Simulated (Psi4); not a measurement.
# NH3S (SMILES NS), step by step

Wanted: a geometry optimisation (TPSS/def2-SVP), then vibrational wavenumbers, then a single-point energy (SCS-MP2/aug-cc-pVDZ) of NH3S. 

The calculation is run with Psi4 1.11.

**1. The molecule**

The species is NH3S (5 atoms), meant as a singlet with charge 0. As SMILES, `NS`. Geometry: relaxed at GFN2-xTB. This is one conformer, not always the lowest. The run starts from this shape.

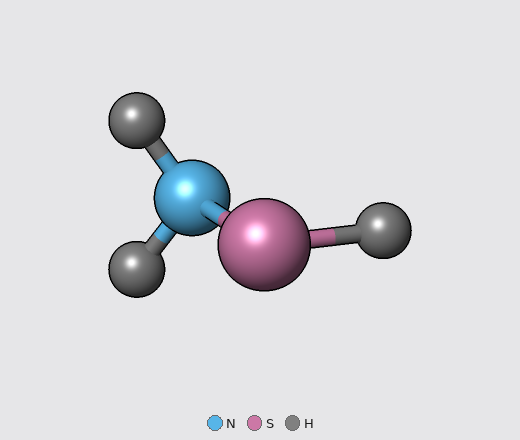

The structure, seen from a chosen angle (nitrogen blue, sulfur pink, hydrogen grey).

**2. A geometry optimisation at TPSS/def2-SVP (density fitting) (run 1)**

File job.dat:

```
memory 1600 MB

molecule system {
  N
  S 1 R2
  H 1 R3 2 A3
  H 1 R4 3 A4 2 D4
  H 2 R5 1 A5 3 D5

  R2 = 1.719118
  R3 = 1.014657
  A3 = 109.75333
  R4 = 1.014957
  A4 = 108.9162
  D4 = -120.17113
  R5 = 1.338399
  A5 = 95.53079
  D5 = 120.04319
}

set {
  basis def2-SVP
  geom_maxiter 60
}

E = optimize('tpss')
```

Run with:

```bash
psi4 job.dat job.out -n 1
```

job.out:

```text
[...]
  Running in c1 symmetry.
[...]
  Nuclear repulsion =   57.857560553566174
[...]
  Multiplicity = 1
[...]
  Nalpha       = 13
  Nbeta        = 13
[...]
    Number of basis functions: 47
[...]
   @DF-RKS iter   1:  -454.38284258180079   -1.37096e-02   1.42822e-02 DIIS/ADIIS
[...]
   @DF-RKS iter   8:  -454.58337958188372    2.27374e-13   4.17429e-09 DIIS
[...]
    Orbital Energies [Eh]
    ---------------------
    Doubly Occupied:
       1A    -88.350740     2A    -14.127774     3A     -7.748278
       4A     -5.737135     5A     -5.731718     6A     -5.722379
       7A     -0.819916     8A     -0.629660     9A     -0.446545
      10A     -0.398975    11A     -0.350026    12A     -0.219863
      13A     -0.208068
[...]
  @DF-RKS Final Energy:  -454.58337958188372
   => Energetics <=
    Nuclear Repulsion Energy =             56.9521613247306675
    One-Electron Energy =                -739.0947159755238545
    Two-Electron Energy =                 261.2865905894949492
    DFT Exchange-Correlation Energy =     -33.7274155205855166
    Empirical Dispersion Energy =           0.0000000000000000
    VV10 Nonlocal Energy =                  0.0000000000000000
    Total Energy =                       -454.5833795818837189
[...]
  -Total Gradient:
     Atom            X                  Y                   Z
    ------   -----------------  -----------------  -----------------
       1       -0.000117141374    -0.000070015934     0.000147336163
       2        0.000018795633     0.000011576376    -0.000110030068
       3        0.000054732603     0.000014039361    -0.000005933980
       4        0.000037045347     0.000041409301    -0.000004150974
       5        0.000009206737     0.000004670013    -0.000038800199
[...]
```

Standard output:

```text
Optimizer: Optimization complete!
```

Run time: 60 s. Hardware: 1 thread of Intel Xeon Platinum 8259CL at 2.50GHz (Skylake/Cascade Lake), shared host; peak memory 0.59 GiB.

Step by step:

| step | energy from the first frame kept (eV) | largest force (eV/Å) |
| --- | --- | --- |
| 0 | 0.0000 | 0.6411 |
| 1 | -0.0196 | 0.2186 |
| 2 | -0.0235 | 0.1401 |
| 3 | -0.0244 | 0.0871 |
| 4 | -0.0248 | 0.0103 |

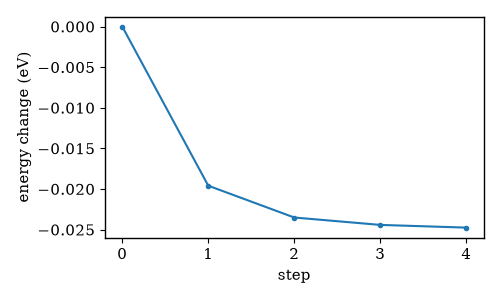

Energy along the run.

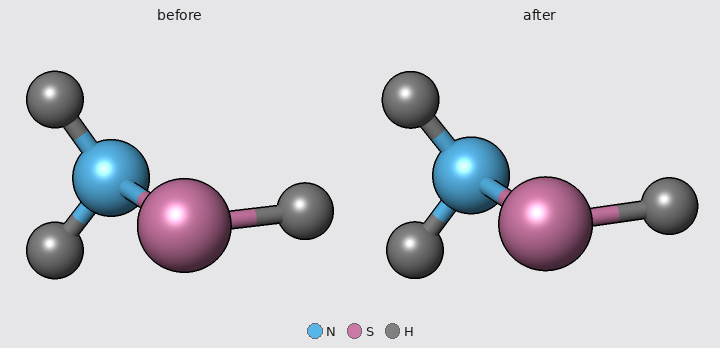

Before and after, at one scale.

After the run. Bond lengths: N1–S2 1.750 Å, N1–H3 1.026 Å, N1–H4 1.026 Å, S2–H5 1.362 Å. Angles: N1–S2–H5 96.9°, S2–N1–H3 108.2°, S2–N1–H4 108.2°, H3–N1–H4 107.4°.

**3. Vibrational wavenumbers at TPSS/def2-SVP (density fitting) (run 2)**

File h3ns.xyz:

```xyz
5
H3NS
N     -0.166156    -0.526328    -0.243266
S      0.170834     0.961758     0.613923
H      0.020838    -1.311547     0.390443
H     -1.166751    -0.546811    -0.470232
H      1.106263     1.440018    -0.252146
```

File run.py:

```python
import psi4

psi4.set_memory(1600000000)
psi4.set_num_threads(1)
psi4.core.set_output_file('output.dat', False)

with open('h3ns.xyz') as f:
    atoms = ''.join(f.readlines()[2:])
mol = psi4.geometry('0 1\n' + atoms + '')

options = {'basis': 'def2-SVP', 'reference': 'rks', 't': 298.15, 'rotational_symmetry_number': 1}
psi4.set_options(options)

e_tot, wfn = psi4.frequencies("tpss", return_wfn=True)
print('E =', round(e_tot, 9))
print('wavenumbers / cm^-1:', wfn.frequencies().np.round(1))
```

Run with:

```bash
python run.py
```

output.dat:

```text
[...]
  Running in c1 symmetry.
[...]
  Nuclear repulsion =   56.952158649837251
[...]
  Multiplicity = 1
[...]
  Nalpha       = 13
  Nbeta        = 13
[...]
    Number of basis functions: 47
[...]
   @DF-RKS iter   1:  -454.38726353874063   -6.44071e-02   1.41037e-02 DIIS/ADIIS
[...]
   @DF-RKS iter  11:  -454.58337839762675   -1.02318e-12   1.91157e-09 DIIS
[...]
  @DF-RKS Final Energy:  -454.58337839762675
   => Energetics <=
    Nuclear Repulsion Energy =             56.9497908735401879
    One-Electron Energy =                -739.0895151268474592
    Two-Electron Energy =                 261.2836172915592101
    DFT Exchange-Correlation Energy =     -33.7272714358786985
    Empirical Dispersion Energy =           0.0000000000000000
    VV10 Nonlocal Energy =                  0.0000000000000000
    Total Energy =                       -454.5833783976267455
[...]
  -Total Gradient:
     Atom            X                  Y                   Z
    ------   -----------------  -----------------  -----------------
       1       -0.000043776651     0.000227528180    -0.000145464449
       2       -0.000508469970    -0.000316762800     0.000361909782
       3       -0.000135212586     0.000000234463    -0.000001917974
       4        0.000319119144    -0.000023586390     0.000198972310
       5        0.000364045625     0.000101980255    -0.000417026564
[...]
  ==> Harmonic Vibrational Analysis <==
[...]
  Freq [cm^-1]                 401.9390            609.8461            883.3712
[...]
  IR activ [km/mol]            62.7773             54.6462             39.1975
[...]
  Freq [cm^-1]                1013.7976           1108.1191           1593.0027
[...]
  IR activ [km/mol]            10.0053              0.2572              9.7567
[...]
  Freq [cm^-1]                2582.4498           3413.0854           3502.3195
[...]
```

Standard output:

```text
Warning: used thermodynamics relations inappropriate for low-frequency modes: ['401.9390' '609.8461']
E = -454.583379582
wavenumbers / cm^-1: [ 401.9  609.8  883.4 1013.8 1108.1 1593.  2582.4 3413.1 3502.3]
```

It took 5.3 min on 1 thread of Intel Xeon Platinum 8259CL at 2.50GHz (Skylake/Cascade Lake), shared host; peak memory 0.57 GiB.

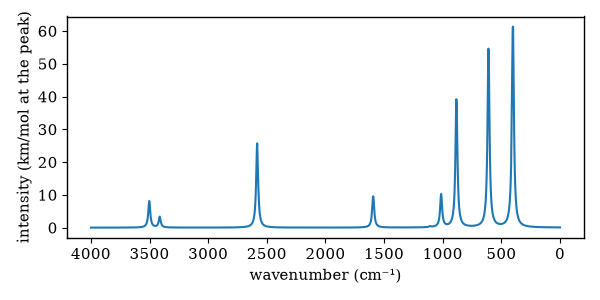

Harmonic infrared spectrum, unscaled, lines broadened by 10 cm⁻¹.

**4. The energy at SCS-MP2/aug-cc-pVDZ (density fitting) (run 3)**

h3ns.xyz is that of step 3.

File h3ns.py:

```python
import psi4

psi4.set_memory('1600 MB')
psi4.set_num_threads(1)
psi4.set_output_file('output.dat', False)

with open('h3ns.xyz') as f:
    atoms = ''.join(f.readlines()[2:])
m = psi4.geometry('0 1\n' + atoms + '')

psi4.set_options({
    'basis': 'aug-cc-pVDZ',
    'freeze_core': True,
})

e = psi4.energy("scs-mp2", molecule=m)
print(f'scs-mp2 energy: {e:.10f} Eh')
```

Run with:

```bash
python h3ns.py
```

output.dat:

```text
[...]
  Running in c1 symmetry.
[...]
  Nuclear repulsion =   56.952158649837244
[...]
  Multiplicity = 1
[...]
  Nalpha       = 13
  Nbeta        = 13
[...]
    Number of basis functions: 77
[...]
   @RHF iter   1:  -453.64320009655393   -4.28420e-01   4.60187e-03 DIIS/ADIIS
[...]
   @RHF iter  11:  -453.71432866921043   -2.25100e-11   7.99552e-09 DIIS
[...]
  @RHF Final Energy:  -453.71432866921043
   => Energetics <=
    Nuclear Repulsion Energy =             56.9521586498372443
    One-Electron Energy =                -738.8345463249768272
    Two-Electron Energy =                 228.1680590059291944
    Total Energy =                       -453.7143286692104311
[...]
 Multipole Moments:
 ------------------------------------------------------------------------------------
     Multipole            Electronic (a.u.)      Nuclear  (a.u.)        Total (a.u.)
 ------------------------------------------------------------------------------------
 L = 1.  Multiply by 2.5417464519 to convert [e a0] to [Debye]
 Dipole X            :          0.0010207           -0.2113244           -0.2103037
 Dipole Y            :          1.3664358           -1.6939877           -0.3275520
 Dipole Z            :          1.2128660           -1.2137857           -0.0009198
 Magnitude           :                                                    0.3892541
[...]
	SCS-MP2 Total Energy (a.u.)        :  -454.04485620490908
	SOS-MP2 Total Energy (a.u.)        :  -454.04321789168949
	SCSN-MP2 Total Energy (a.u.)       :  -453.85655858567782
[...]
	SOS-PI-MP2 Total Energy (a.u.)     :  -454.06851706264945
[...]
	MP2 Total Energy (a.u.)            :  -454.04813283134803
[...]
```

Standard output:

```text
scs-mp2 energy: -454.0448562049 Eh
```

Wall time 12 s (1 thread of Intel Xeon Platinum 8259CL at 2.50GHz (Skylake/Cascade Lake), shared host); peak memory 0.35 GiB.

**5. What came out**

```
                                                                       quantity             value
                                  run 1, TPSS/def2-SVP: total energy at the end     -454.58338 Eh
                                            run 1, TPSS/def2-SVP: dipole moment            0.95 D
                                              run 1, TPSS/def2-SVP: HOMO energy          -5.66 eV
                                              run 1, TPSS/def2-SVP: LUMO energy          -0.35 eV
                                            run 1, TPSS/def2-SVP: HOMO–LUMO gap           5.31 eV
                               run 2, TPSS/def2-SVP: lowest harmonic wavenumber          402 cm⁻¹
                              run 2, TPSS/def2-SVP: highest harmonic wavenumber         3502 cm⁻¹
                                        run 2, TPSS/def2-SVP: zero-point energy       90.4 kJ/mol
run 2, TPSS/def2-SVP: ideal-gas entropy at 298.15 K (symmetry number 1 as used)  59.3 cal/(mol K)
                                       run 3, SCS-MP2/aug-cc-pVDZ: total energy     -454.04486 Eh
                run 3, SCS-MP2/aug-cc-pVDZ: HOMO energy (Hartree–Fock orbitals)         -10.07 eV
                run 3, SCS-MP2/aug-cc-pVDZ: LUMO energy (Hartree–Fock orbitals)           0.96 eV
              run 3, SCS-MP2/aug-cc-pVDZ: HOMO–LUMO gap (Hartree–Fock orbitals)          11.04 eV
        run 3, SCS-MP2/aug-cc-pVDZ: correlation energy (6 core orbitals frozen)        -330.5 mEh
```

What this shows: The optimisation (run 1, TPSS/def2-SVP) took 5 steps and changed the energy by -0.025 eV. All 9 modes (run 2, TPSS/def2-SVP) are real, so the shape is a minimum at this level.
